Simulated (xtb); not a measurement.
## Geometry relaxation of C₂H₂ClOSi (part 1 of 3)

- system: C₂H₂ClOSi, multiplicity 2, SMILES [C]#C[SiH](O)Cl
- method: GFN2-xTB, ALPB solvent ethanol (xtb 6.7.1)

The geometry comes from this level: GFN2-xTB.

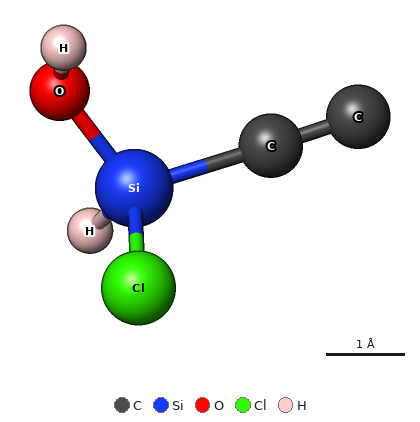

The starting structure (ball-and-stick view, seen at a tilt). Bond lengths as drawn: Cl–Si 2.02 Å, C–C 1.20 Å, C–Si 1.87 Å, H–O 0.95 Å, H–Si 1.45 Å and O–Si 1.62 Å.

Summary

```csv
quantity,value
outcome,converged
electrons treated,27
total energy,−15.565905 hartree
dispersion energy,−0.004883 hartree
solvation energy,−0.014770 hartree
basis functions,34
zero-point energy,0.030145 hartree
dipole moment,2.70 D
"wavenumbers, lowest and highest",103 and 3558 cm⁻¹
hardware,"1 thread of Intel Xeon (Granite Rapids), 64 GiB of memory available, shared host"
peak memory,0.071 GiB
```

The input (mol.coord)
```
$coord
      1.074800630642     -4.031673995105      2.892452600875  c
      0.639521115096     -2.050787482228      1.882620754397  c
     -0.006103815383      0.979974173708      0.181867242234  si
     -2.041395543388      0.580164817521     -2.057004681178  o
      3.364543981329      2.145047021324     -1.179869403171  cl
     -1.248088516270      2.791295561423      1.819069264826  h
     -1.783277852026     -0.414001199383     -3.539154675244  h
$end
```

File detailed.inp
```
$chrg 0
$spin 1
$end
```

Launch command:
```bash
xtb mol.coord --ohess --alpb ethanol --gfn 2 -I detailed.inp -P 1 > run.log 2> xtb.err
```

Log
```
* xtb version 6.7.1
   ID    Z sym.   atoms
    1    6 c      1, 2
    2   14 si     3
    3    8 o      4
    4   17 cl     5
    5    1 h      6, 7

           -------------------------------------------------
          |                Calculation Setup                |
           -------------------------------------------------

          program call               : xtb mol.coord --ohess --alpb ethanol --gfn 2 -I detailed.inp -P 1
          coordinate file            : mol.coord
          omp threads                :                     1

           -------------------------------------------------
          |                 G F N 2 - x T B                 |
           -------------------------------------------------

      * Hamiltonian:
        H0-scaling (s, p, d)           1.850000    2.230000    2.230000
        zeta-weighting                 0.500000
      * Dispersion:
        s8                             2.700000
        a1                             0.520000
        a2                             5.000000
        s9                             5.000000
      * Repulsion:
        kExp                           1.500000    1.000000
        rExp                           1.000000
      * Coulomb:
        alpha                          2.000000
        third order                    shell-resolved
        anisotropic                    true
        a3                             3.000000
        a5                             4.000000
        cn-shift                       1.200000
        cn-exp                         4.000000
        max-rad                        5.000000

      * Solvation model:               ALPB
        Solvent                        ethanol
        Parameter file                 internal GFN2-xTB/ALPB
        Dielectric constant                2.5300E+01
        Reference state                gsolv [1 M gas/solution]
        Free energy shift                  3.4113E-03 Eh       2.1406E+00 kcal/mol
        Temperature                        2.9815E+02 K
        Density                            7.8930E-01 kg/L
        Solvent mass                       4.6070E+01 g/mol
        Interaction kernel             P16
        Born radius scaling (c1)           1.6245E+00
        Born radii integrator          GBOBC
        Born offset                        0.0000E+00 a0       0.0000E+00 AA
        H-bond correction              true
        Ion screening                  false
        Surface tension                    1.0000E-05 Eh       1.5569E+01 dyn/cm
        Grid points                               230 per atom

          ...................................................
          :                      SETUP                      :
          :.................................................:
          :  # basis functions                  34          :
          :  # atomic orbitals                  32          :
          :  # shells                           14          :
          :  # electrons                        27          :
          :  max. iterations                   250          :
          :  Hamiltonian                  GFN2-xTB          :
          :  restarted?                      false          :
          :  GBSA solvation                   true          :
          :  PC potential                    false          :
          :  electronic temp.          300.0000000     K    :
          :  accuracy                    1.0000000          :
          :  -> integral cutoff          0.2500000E+02      :
          :  -> integral neglect         0.1000000E-07      :
          :  -> SCF convergence          0.1000000E-05 Eh   :
          :  -> wf. convergence          0.1000000E-03 e    :
          :  Broyden damping             0.4000000          :
          :  net charge                          0          :
          :  unpaired electrons                  1          :
          ...................................................

 iter      E             dE          RMSdq      gap      omega  full diag
   1    -15.6810976 -0.156811E+02  0.861E+00    4.56       0.0  T
   2    -15.7331878 -0.520902E-01  0.467E+00    4.04       1.0  T
   3    -15.7241666  0.902120E-02  0.219E+00    4.50       1.0  T
   4    -15.7222040  0.196256E-02  0.161E+00    4.09       1.0  T
   5    -15.7410578 -0.188538E-01  0.564E-01    4.25       1.0  T
   6    -15.7393583  0.169955E-02  0.696E-01    4.35       1.0  T
   7    -15.7416088 -0.225055E-02  0.255E-01    4.30       1.0  T
   8    -15.7417846 -0.175755E-03  0.124E-01    4.28       1.0  T
   9    -15.7418376 -0.529948E-04  0.790E-02    4.28       1.0  T
  10    -15.7418621 -0.245745E-04  0.199E-02    4.29       1.9  T
  11    -15.7418631 -0.916850E-06  0.117E-02    4.29       3.2  T
  12    -15.7418635 -0.497416E-06  0.492E-03    4.29       7.7  T
  13    -15.7418636 -0.567386E-07  0.362E-03    4.29      10.4  T
  14    -15.7418636 -0.141814E-07  0.253E-03    4.29      14.9  T
  15    -15.7418636 -0.198535E-07  0.154E-03    4.29      24.6  T
  16    -15.7418636 -0.101791E-07  0.257E-04    4.29     147.3  T
  17    -15.7418636 -0.262128E-09  0.519E-05    4.29     728.8  T

   *** convergence criteria satisfied after 17 iterations ***

         #    Occupation            Energy/Eh            Energy/eV
      -------------------------------------------------------------
         1        2.0000           -1.0630126             -28.9260
       ...           ...                  ...                  ...
         8        2.0000           -0.4686987             -12.7539
         9        2.0000           -0.4620023             -12.5717
        10        2.0000           -0.4432381             -12.0611
        11        2.0000           -0.4406614             -11.9910
        12        2.0000           -0.4270979             -11.6219
        13        2.0000           -0.4250806             -11.5670
        14        1.0000           -0.3763105             -10.2399 (HOMO)
        15                         -0.2187490              -5.9525 (LUMO)
        16                         -0.2099263              -5.7124
        17                         -0.1558869              -4.2419
        18                         -0.1328216              -3.6143
        19                         -0.0927187              -2.5230
       ...                                ...                  ...
        32                          1.1620622              31.6213
      -------------------------------------------------------------
                  HL-Gap            0.1575615 Eh            4.2875 eV
             Fermi-level           -0.3490858 Eh           -9.4991 eV

 SCC (total)                   0 d,  0 h,  0 min,  0.004 sec
 SCC setup                      ...        0 min,  0.000 sec (  3.199%)
 Dispersion                     ...        0 min,  0.000 sec (  0.575%)
 classical contributions        ...        0 min,  0.000 sec (  0.135%)
 integral evaluation            ...        0 min,  0.001 sec ( 14.475%)
 iterations                     ...        0 min,  0.002 sec ( 54.889%)
 molecular gradient             ...        0 min,  0.001 sec ( 25.257%)
 printout                       ...        0 min,  0.000 sec (  1.367%)

         :::::::::::::::::::::::::::::::::::::::::::::::::::::
         ::                     SUMMARY                     ::
         :::::::::::::::::::::::::::::::::::::::::::::::::::::
         :: total energy             -15.565571317195 Eh    ::
         :: total w/o Gsasa/hb       -15.556159467094 Eh    ::
         :: gradient norm              0.014435079702 Eh/a0 ::
         :: HOMO-LUMO gap              4.287466140069 eV    ::
         ::.................................................::
         :: SCC energy               -15.741859385222 Eh    ::
         :: -> isotropic ES            0.047542470026 Eh    ::
         :: -> anisotropic ES          0.000397070746 Eh    ::
         :: -> anisotropic XC          0.003367162996 Eh    ::
         :: -> dispersion             -0.004897113583 Eh    ::
         :: -> Gsolv                  -0.013770364778 Eh    ::
         ::    -> Gelec               -0.004358514676 Eh    ::
         ::    -> Gsasa               -0.008377977380 Eh    ::
         ::    -> Ghb                 -0.004445136356 Eh    ::
         ::    -> Gshift               0.003411263635 Eh    ::
         :: repulsion energy           0.176288068026 Eh    ::
         :: add. restraining           0.000000000000 Eh    ::
         :: total charge               0.000000000001 e     ::
         :::::::::::::::::::::::::::::::::::::::::::::::::::::

      -----------------------------------------------------------
     |                   =====================                   |
     |                        A N C O P T                        |
     |                   =====================                   |
     |               Approximate Normal Coordinate               |
     |                Rational Function Optimizer                |
      -----------------------------------------------------------
      -----------------------------------------------------------
     |                   =====================                   |
     |                        A N C O P T                        |
     |                   =====================                   |
     |               Approximate Normal Coordinate               |
     |                Rational Function Optimizer                |
      -----------------------------------------------------------

          ...................................................
          :                      SETUP                      :
          :.................................................:
          :   optimization level            normal          :
          :   max. optcycles                   200          :
          :   ANC micro-cycles                  20          :
          :   degrees of freedom                15          :
          :.................................................:
          :   RF solver                   davidson          :
          :   write xtbopt.log                true          :
          :   linear?                        false          :
          :   energy convergence         0.5000000E-05 Eh   :
          :   grad. convergence          0.1000000E-02 Eh/α :
          :   maxmium RF displ.          1.0000000          :
          :   Hlow (freq-cutoff)         0.1000000E-01      :
          :   Hmax (freq-cutoff)         5.0000000          :
          :   S6 in model hess.         20.0000000          :
          ...................................................

generating ANC from exact Hessian ...
Using Lindh-Hessian (1995)
 Shifting diagonal of input Hessian by    9.7135219528353273E-003
 Lowest  eigenvalues of input Hessian
    0.000000    0.000000    0.000000    0.000000    0.000000    0.000000
    0.010000    0.019844    0.022438    0.028576    0.036558    0.052891
    0.092778    0.188177    0.205739    0.309264    0.498945    0.678206
 Highest eigenvalues
    0.309264    0.498945    0.678206    1.122953    1.851111    2.126538

........................................................................
.............................. CYCLE    1 ..............................
........................................................................

 iter      E             dE          RMSdq      gap      omega  full diag
   1    -15.7418636 -0.157419E+02  0.708E-06    4.29       0.0  T
   2    -15.7418636 -0.266454E-13  0.554E-06    4.29    6821.1  T
   3    -15.7418636 -0.301981E-13  0.434E-06    4.29    8717.0  T
     SCC iter.                  ...        0 min,  0.001 sec
     gradient                   ...        0 min,  0.001 sec
 * total energy  :   -15.5655713 Eh     change       -0.3387512E-11 Eh
   gradient norm :     0.0144348 Eh/α   predicted     0.0000000E+00 (-100.00%)
   displ. norm   :     0.0476601 α      lambda       -0.2702905E-03
   maximum displ.:     0.0299354 α      in ANC's #4, #3, #6, ...

........................................................................
.............................. CYCLE    2 ..............................
........................................................................

 iter      E             dE          RMSdq      gap      omega  full diag
   1    -15.7404555 -0.157405E+02  0.191E-01    4.29       0.0  T
   2    -15.7404601 -0.459482E-05  0.115E-01    4.29       1.0  T
   3    -15.7404455  0.146152E-04  0.556E-02    4.29       1.0  T
   4    -15.7404598 -0.143819E-04  0.310E-02    4.29       1.2  T
   5    -15.7404631 -0.329995E-05  0.186E-02    4.29       2.0  T
   6    -15.7404634 -0.254520E-06  0.150E-02    4.29       2.5  T
   7    -15.7404637 -0.350161E-06  0.952E-03    4.29       4.0  T
   8    -15.7404640 -0.259816E-06  0.365E-03    4.29      10.4  T
   9    -15.7404640 -0.315174E-07  0.130E-03    4.29      29.0  T
  10    -15.7404640 -0.180304E-08  0.755E-04    4.29      50.1  T
  11    -15.7404640 -0.812793E-09  0.328E-04    4.29     115.3  T
     SCC iter.                  ...        0 min,  0.001 sec
     gradient                   ...        0 min,  0.001 sec
 * total energy  :   -15.5657617 Eh     change       -0.1903870E-03 Eh
   gradient norm :     0.0082841 Eh/α   predicted    -0.1354537E-03 ( -28.85%)
   displ. norm   :     0.0405659 α      lambda       -0.1302078E-03
   maximum displ.:     0.0227815 α      in ANC's #6, #1, #4, ...

........................................................................
.............................. CYCLE    3 ..............................
........................................................................
```
